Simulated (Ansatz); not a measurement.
## MoS2 monolayer (1T): modes against biaxial strain in the plane of the sheet

Aim: how do the optical modes of MoS2 monolayer (1T) shift and split under this strain?

Calculated with Ansatz 0.2.0; DFT PBEsol, scalar-relativistic, plane waves, PAW; PAW set soft_1.

## 1. Set-up

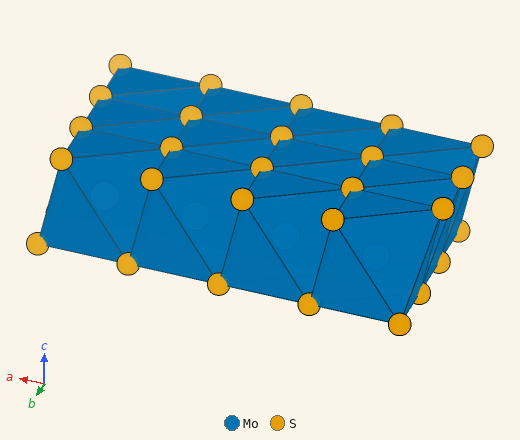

Start, viewed from a free direction; molybdenum blue, sulfur orange. 3×2×1 cells are drawn. Some periodic images of atoms are drawn too.

The cell holds 3 atoms: 1 Mo and 2 S. Its edges and angles: a = 3.170 Å, b = 3.170 Å, c = 29.504 Å, α = 90.0°, β = 90.0°, γ = 120.0°. Vacuum lies along c. The height across the vacuum is the one that the program set for its solve, not the one typed.

## 2. A rough relaxation first

The start is far from rest, so a relaxation with loose tolerances brings it close first. The program lengthens the typed cell of 20.0 Å along the normal to 29.5 Å, as its cut-off of the electrostatics needs, and moves no atom.

File input.yaml:

```yaml
crystal:
  lattice:
    - [3.17, 0.0, 0.0]
    - [-1.585, 2.7453, 0.0]
    - [0.0, 0.0, 20.0]
  atoms:
    - { symbol: Mo, position: [0.0, 0.0, 0.5] }
    - { symbol: S, position: [0.333333, 0.666667, 0.5713] }
    - { symbol: S, position: [0.666667, 0.333333, 0.4287] }
  periodic: [true, true, false]
kpoints:
  mp_grid: { grid: [9, 9, 1] }
hamiltonian:
  xc: pbesol
  pseudopotentials: { kind: paw, azcp: { folder: soft_1 }, xc_functional: pbe }
scf:
  occupations: { method: gaussian, width: 0.1 }
output:
  forces: true
  stress: true
  eigenvalues: true
relax:
  adjacent_minimum: "off"
  f_tol: 0.05
  max_steps: 80
  cell: { stress_2d_tol: 0.02 }
```

Launch:

```console
$ ansatz run input.yaml --threads 4 --pin off --max-ram 16384MiB --backend cpu --events-out ev --progress --plain --runs-dir out
```

Numbers of over 12 decimals in the logs are rounded to 6 here.

The log of the run:

```text
[...]
F+E_penalty+E_count = -6669.32910748 eV   max|allowed force component| = 3.177e-3 eV/Å   (the final SCF, on the basis selected at the relaxed cell)
  cell:  # Å, volume = 248.1972 Å³
    - [3.116683, 0.0, 0]
    - [-1.558342, 2.699127, 0]
    - [0, 0, 29.504]
  atoms:
    - { symbol: Mo, position: [0, 0, 0.338937] }
    - { symbol: S, position: [0.333333, 0.666667, 0.393233] }
    - { symbol: S, position: [0.666667, 0.333333, 0.284641] }
[key lines of the parts left out:]
SCF converged after 6 iterations
Free energy (F): -6669.329107 eV
Fermi energy:    -5.167228 eV
P = ½ c Tr σ = -0.0080 N/m
```

It took 6.5 s on 4 threads of Arm Neoverse V2, shared host; peak memory 0.51 GiB.

The steps of the relaxation:

```csv
step,energy less that of the first step (eV),largest force component (eV/Å),volume (Å³)
1,0.0000,2.6057,256.76
2,-0.3754,0.2210,250.66
3,-0.3797,0.0364,248.96
4,-0.3799,0.0030,248.20
5*,-0.3796,0.0032,248.20
```

Relaxation steps marked * repeat the geometry before them on a plane-wave basis chosen anew for their cell, so energy and pressure can jump there.

Forces are held to the 12 operations that the run works with; a distortion that breaks them can't arise in this run.

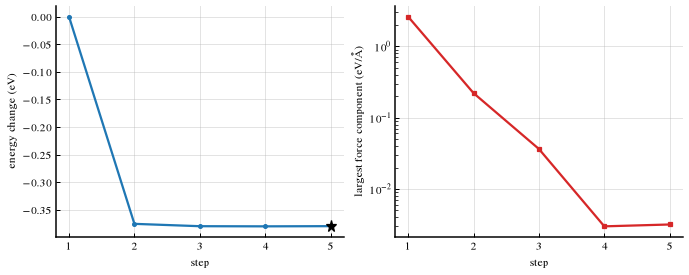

Energy and largest force along the relaxation. Stars mark steps on a basis chosen anew.

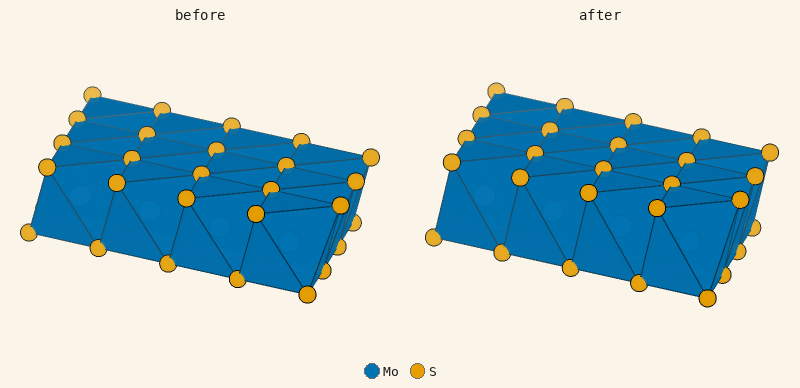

Before and after, at one scale.

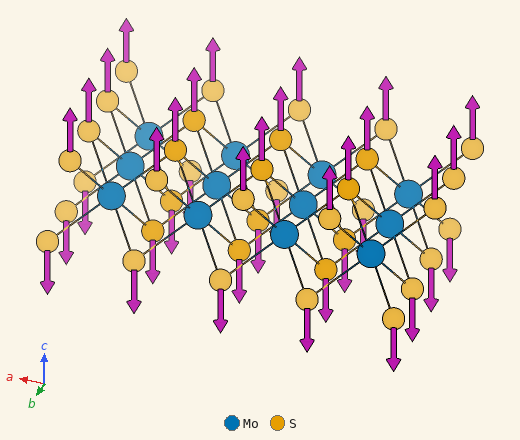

Displacements in the relaxation, exaggerated, measured against the changing cell; the longest in the cell stands for 0.18 Å. 3×2×1 cells are drawn. Some periodic images of atoms are drawn too.

```csv
cell as run,before,after,change
a (Å),3.170,3.117,-1.7 %
b (Å),3.170,3.117,-1.7 %
```

The atoms that moved most (Å, along periodic axes as changes of fractional coordinates times the final cell, across vacuum about the mean position):

```csv
atom,dx,dy,dz,length
S3,0.000,0.000,-0.176,0.176
S2,0.000,0.000,0.176,0.176
```

The relaxed structure:

```xyz
3
Lattice="3.1167 0.0000 0.0000 -1.5583 2.6991 0.0000 0.0000 0.0000 29.5040" Properties=species:S:1:pos:R:3
Mo    0.0000    0.0000   10.0000
S     0.0000    1.7994   11.6019
S     1.5583    0.8997    8.3981
```

This step gave:

```
gap on the k-mesh : 0 eV
area per atom     : 2.804 Å²
```

The relaxation ends with a largest force component of 0.0032 eV/Å.

## 3. Bringing the structure to rest

Harmonic phonons are second derivatives at a point where the forces vanish, and they are wanted at zero stress, so atoms and cell are relaxed first.

File input.yaml:

```yaml
crystal:
  lattice:
    - [3.1166831615, 0.0, 0.0]
    - [-1.5583415807, 2.6991267934, 0.0]
    - [0.0, 0.0, 29.504]
  atoms:
    - { symbol: Mo, position: [0.0, 0.0, 0.3389370933] }
    - { symbol: S, position: [0.3333333333, 0.6666666667, 0.3932328887] }
    - { symbol: S, position: [0.6666666667, 0.3333333333, 0.2846412978] }
  periodic: [true, true, false]
kpoints:
  mp_grid: { grid: [15, 15, 1] }
hamiltonian:
  xc: pbesol
  pseudopotentials: { kind: paw, azcp: { folder: soft_1 }, xc_functional: pbe }
scf:
  occupations: { method: gaussian, width: 0.1 }
output:
  forces: true
  stress: true
  eigenvalues: true
  write_density: true
  write_potential: true
  elf: true
  volumetric_format: npy
relax:
  adjacent_minimum: "off"
  f_tol: 0.005
  max_steps: 80
  cell: { stress_2d_tol: 0.02 }
```

The log of the run:

```text
[...]
Crystal: 3 atoms, lattice volume = 248.197 Å³
Basis set: ecut = 420 eV, 4803 PW (Γ), exchange–correlation on 48×48×400 points (8 copies of the dense FFT grid, shifted against one another)
Bands: 17, of which v1, the nominal top of the filled ones, is band 13 counted from 1 (12 counted from 0)
Symmetry: 12 space group operations
[...]
k-points: 27 of 225
[...]
SCF iter   1: F=—  HF=-6670.810395 eV  |F-HF|=—  |Δ(HF+E_count)|=         —  Δρ=4.09e-2  dr2=6.64e0  ethr=3.10e-3  ⟨swp⟩=17.1  Hψ=5139  notcnv=0
[...]
SCF iter  10: F=-6669.323740 eV  HF=-6669.323740 eV  |F-HF|=2.22e-10  |Δ(HF+E_count)|=   1.79e-9  Δρ=3.66e-8  dr2=3.06e-12  ethr=1.00e-12  ⟨swp⟩=10.1  Hψ=3477  notcnv=0
SCF 1 converged in 10 iterations: F = -6669.323740 eV  dr2 = 3.06e-12
[...]
relax step   1: F+E_penalty+E_count = -6669.32374038 eV  Δ(F+E_penalty+E_count) = +0.000e0 eV  max|allowed force component| = 3.002e-2 eV/Å  Δτ_max = 0.0000 Å  P = -0.023 N/m  Ω = 248.197 Å³  fix = [c, alpha, beta]  reactions: c -0.000 N/m  (10 SCF iters, dr2 threshold 1.00e-7 eV, accepted)
Crystal: 3 atoms, lattice volume = 247.725 Å³
[...]
SCF iter   4: F=-6669.323903 eV  HF=-6669.323903 eV  |F-HF|=3.01e-8  |Δ(HF+E_count)|=   2.68e-9  Δρ=2.42e-6  dr2=9.96e-9  ethr=2.17e-10  ⟨swp⟩=18.6  Hψ=6168  notcnv=0
SCF 2 converged in 4 iterations: F = -6669.323903 eV  dr2 = 9.96e-9
relax step   2: F+E_penalty+E_count = -6669.32390286 eV  Δ(F+E_penalty+E_count) = -1.625e-4 eV  max|allowed force component| = 3.109e-3 eV/Å  Δτ_max = 0.0038 Å  P = -0.056 N/m  Ω = 247.725 Å³  energy of the carried Pulay correction = +1.949e-5 eV  fix = [c, alpha, beta]  reactions: c -0.000 N/m  (4 SCF iters, dr2 threshold 5.63e-8 eV, accepted)
Crystal: 3 atoms, lattice volume = 247.480 Å³
[...]
SCF iter   4: F=-6669.323926 eV  HF=-6669.323926 eV  |F-HF|=5.36e-9  |Δ(HF+E_count)|=   1.39e-8  Δρ=1.04e-6  dr2=3.70e-9  ethr=1.72e-11  ⟨swp⟩=16.2  Hψ=5795  notcnv=0
SCF 3 converged in 4 iterations: F = -6669.323926 eV  dr2 = 3.70e-9
relax step   3: F+E_penalty+E_count = -6669.32392610 eV  Δ(F+E_penalty+E_count) = -2.324e-5 eV  max|allowed force component| = 1.166e-3 eV/Å  Δτ_max = 0.0007 Å  P = -0.007 N/m  Ω = 247.480 Å³  energy of the carried Pulay correction = +2.961e-5 eV  fix = [c, alpha, beta]  reactions: c -0.000 N/m  (4 SCF iters, dr2 threshold 4.47e-9 eV, accepted)
[...]
SCF iter   6: F=-6669.323893 eV  HF=-6669.323893 eV  |F-HF|=2.27e-11  |Δ(HF+E_count)|=  2.39e-10  Δρ=1.62e-8  dr2=6.53e-13  ethr=1.00e-12  ⟨swp⟩=16.0  Hψ=3925  notcnv=0
SCF 4 converged in 6 iterations: F = -6669.323893 eV  dr2 = 6.53e-13
relax step   4: F+E_penalty+E_count = -6669.32389264 eV  Δ(F+E_penalty+E_count) = +3.346e-5 eV  max|allowed force component| = 1.144e-3 eV/Å  Δτ_max = 0.0000 Å  P = -0.007 N/m  Ω = 247.480 Å³  fix = [c, alpha, beta]  reactions: c -0.000 N/m  stress off target by 7.22e-3 N/m on what of the cell is left free  SCF on the basis re-selected at this cell (its energy is not comparable with the rows above)  (6 SCF iters)
[...]
SCF converged after 6 iterations
Free energy (F): -6669.323893 eV
[...]
Internal energy: -6669.315261 eV  (E = F + TS)
E sigma→0 (E₀):  -6669.319577 eV
Entropy (-TS):   -0.008631 eV (-2.877 meV/atom)
Fermi energy:    -5.084607 eV
[...]
--- Forces (eV/Å), atoms counted from 1 ---
  atom   1  Mo     0.00000000     0.00000000     0.00000000
  atom   2  S      0.00000000     0.00000000    -0.00114423
  atom   3  S      0.00000000    -0.00000000     0.00114423
  max |Σ_I F_I| component: 4.63e-18 eV/Å
--- 2D stress c σ (N/m, compression-positive) ---
       -0.007223      -0.000000       0.000000
       -0.000000      -0.007223      -0.000000
        0.000000      -0.000000      -0.000000
  P = ½ c Tr σ = -0.0072 N/m
--- Band table (eV; the first three rows and the last of 27) ---
  k-point 0: bands = [... 9 lower, -8.2946, -6.3327, -5.9749, -5.9749, -5.0739, -5.0739, -1.7868, -1.7868]
  k-point 1: bands = [... 9 lower, -7.9688, -6.4916, -6.2367, -6.2219, -4.9896, -4.8320, -2.0527, -1.8291]
  k-point 2: bands = [... 9 lower, -7.7775, -7.2310, -6.6420, -6.2979, -4.8720, -4.4816, -2.5312, -1.8995]
  k-point 26: bands = [... 9 lower, -9.0611, -9.0611, -9.0380, -4.6928, -4.6928, -4.0368, -1.7798, -1.7798]
--- Relaxed structure (3 steps of the walk, 3 accepted, 1 SCFs on fresh bases) ---
[...]
cell:  # Å, volume = 247.4798 Å³
    - [3.112176, -2.882581979540107e-11, 0]
    - [-1.556088, 2.695223, 0]
    - [0, 0, 29.504]
  atoms:
    - { symbol: Mo, position: [0, 0, 0.338937] }
    - { symbol: S, position: [0.333333, 0.666667, 0.393388] }
    - { symbol: S, position: [0.666667, 0.333333, 0.284486] }
```

The job ended after 9.8 s (4 threads; peak memory 0.58 GiB; 36 s of CPU time).

Step by step:

```csv
step,energy less that of the first step (eV),largest force component (eV/Å),volume (Å³)
1,0.0000,0.0300,248.20
2,-0.0002,0.0031,247.72
3,-0.0002,0.0012,247.48
4*,-0.0002,0.0011,247.48
```

Relaxation steps marked * repeat the geometry before them on a plane-wave basis chosen anew for their cell, so energy and pressure can jump there.

Forces are held to the 12 operations that the run works with; a distortion that breaks them can't arise in this run.

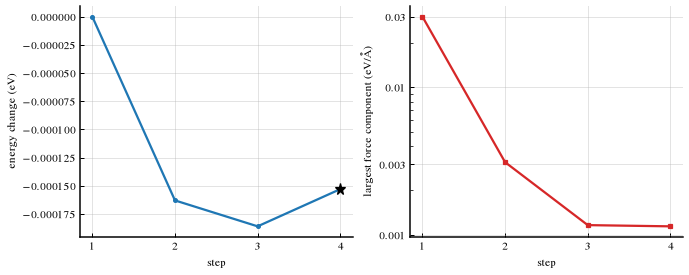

Energy and largest force along the relaxation. Stars mark steps on a basis chosen anew.

```csv
cell as run,before,after,change
a (Å),3.117,3.112,-0.1 %
b (Å),3.117,3.112,-0.1 %
```

Final coordinates:

```cif
data_structure
_symmetry_space_group_name_H-M 'P 1'
_symmetry_Int_Tables_number 1
_cell_length_a 3.1122
_cell_length_b 3.1122
_cell_length_c 29.5040
_cell_angle_alpha 90.000
_cell_angle_beta 90.000
_cell_angle_gamma 120.000
_cell_volume 247.48
loop_
_atom_site_label
_atom_site_type_symbol
_atom_site_fract_x
_atom_site_fract_y
_atom_site_fract_z
_atom_site_occupancy
Mo1 Mo 0.00000 0.00000 0.33894 1
S2 S 0.33333 0.66667 0.39339 1
S3 S 0.66667 0.33333 0.28449 1
```

This step gave:

```yaml
area_per_atom: 2.796 Å²
```

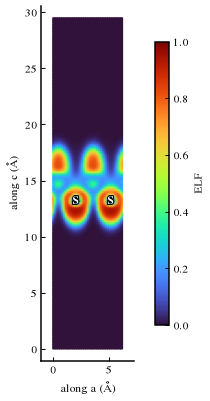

ELF in the ac plane at fractional y = 0.333, with atoms of S within 0.2 Å of it. It is the smooth field of the valence electrons, not physical close to the nuclei.

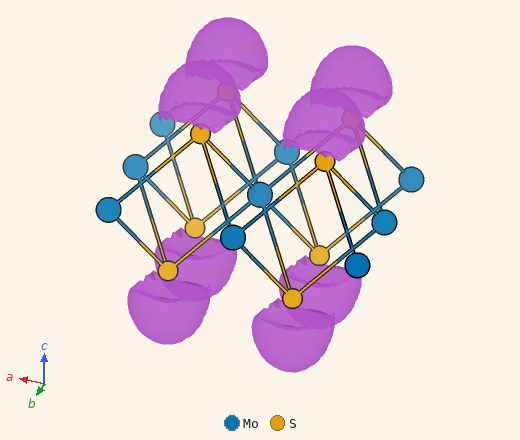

Surface of ELF = 0.85. 2×2×1 cells are drawn.

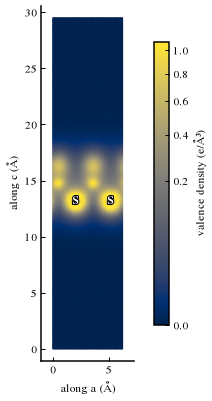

Valence density in the ac plane at fractional y = 0.333, with atoms of S within 0.2 Å of it. It is the smooth field of the valence electrons, not physical close to the nuclei. The colour scale is stretched toward low values.

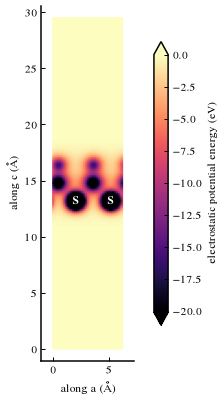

Electrostatic potential energy in the ac plane at fractional y = 0.333, with atoms of S within 0.2 Å of it. With pseudopotentials it is smooth inside the atoms' cores, unlike the true potential.

## 4. Tight relaxation

Phonons need small forces and stress, so the relaxation is finished with tight tolerances on 15×15×1 k points.

input.yaml, the sections that differ from step 3:

```yaml
crystal:
  lattice:
    - [3.1121757654, 0.0, 0.0]
    - [-1.5560878827, 2.6952232739, 0.0]
    - [0.0, 0.0, 29.504]
  atoms:
    - { symbol: Mo, position: [0.0, 0.0, 0.3389370933] }
    - { symbol: S, position: [0.3333333333, 0.6666666667, 0.3933877148] }
    - { symbol: S, position: [0.6666666667, 0.3333333333, 0.2844864717] }
  periodic: [true, true, false]
scf:
  occupations: { method: methfessel_paxton, width: 0.2 }
relax:
  adjacent_minimum: "off"
  f_tol: 0.001
  max_steps: 60
  cell: { stress_2d_tol: 0.002 }
# kpoints, hamiltonian, output: as in step 3
```

The log of the run:

```text
[...]
Crystal: 3 atoms, lattice volume = 247.480 Å³
Basis set: ecut = 420 eV, 4803 PW (Γ), exchange–correlation on 48×48×400 points (8 copies of the dense FFT grid, shifted against one another)
Bands: 17, of which v1, the nominal top of the filled ones, is band 13 counted from 1 (12 counted from 0)
Symmetry: 12 space group operations
[...]
k-points: 27 of 225
[...]
k-point 26: bands = [... 9 lower, -9.0607, -9.0607, -9.0377, -4.6921, -4.6921, -4.0368, -1.7786, -1.7786]
--- Relaxed structure (2 steps of the walk, 2 accepted, 1 SCFs on fresh bases) ---
[...]
cell:  # Å, volume = 247.4581 Å³
    - [3.112040, 0.0, 0]
    - [-1.556020, 2.695105, 0]
    - [0, 0, 29.504]
  atoms:
    - { symbol: Mo, position: [0, 0.0, 0.338937] }
    - { symbol: S, position: [0.333333, 0.666667, 0.393383] }
    - { symbol: S, position: [0.666667, 0.333333, 0.284492] }
[key lines of the parts left out:]
SCF converged after 10 iterations
Free energy (F): -6669.320290 eV
Fermi energy:    -5.077092 eV
P = ½ c Tr σ = 0.0014 N/m
```

Elapsed: 7 s, on 4 threads; peak memory 0.56 GiB; 26 s of CPU time.

Little changed from the start: no atom moved by 0.005 Å and no cell edge by 0.1 %.

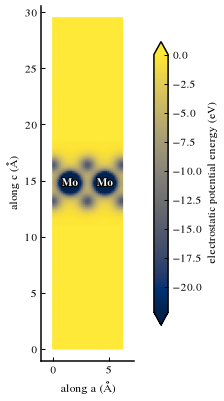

Electrostatic potential energy in the ac plane at fractional y = 0.000, with atoms of Mo within 0.2 Å of it. With pseudopotentials it is smooth inside the atoms' cores, unlike the true potential. The map starts off the cell's origin, so that atoms lie inside it.

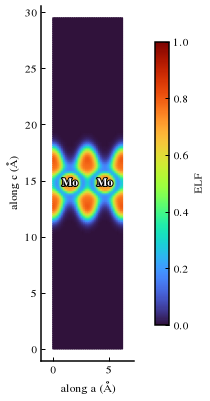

ELF in the ac plane at fractional y = 0.000, with atoms of Mo within 0.2 Å of it. It is the smooth field of the valence electrons, not physical close to the nuclei. The map starts off the cell's origin, so that atoms lie inside it.

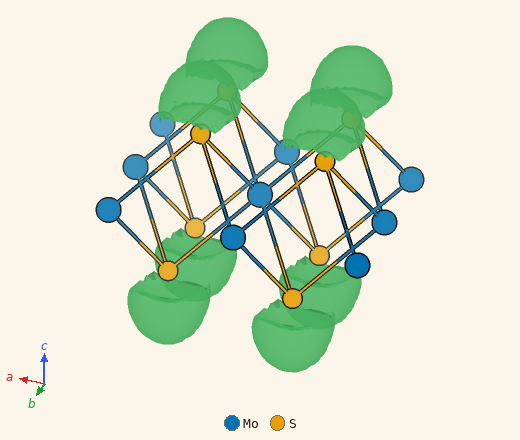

Surface of ELF = 0.85. 2×2×1 cells are drawn.

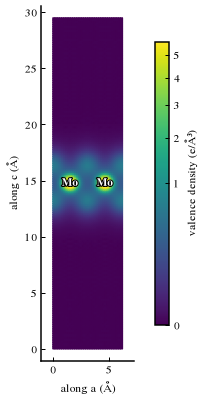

Valence density in the ac plane at fractional y = 0.000, with atoms of Mo within 0.2 Å of it. It is the smooth field of the valence electrons, not physical close to the nuclei. The map starts off the cell's origin, so that atoms lie inside it. The colour scale is stretched toward low values.

The largest force component left is 0.63 meV/Å, within the tolerances set.

(Continued in part 2 of 2.)

[Logs are printed without paths, hosts, clocks, repeated set-up lines and the standing remarks that a program may print on its own settings, such as how far it seeks lower states.]

[Hosts, paths, dates, database ids (printed as entryN), source tags and the programs' standing remarks are cut or masked in the printed files.]
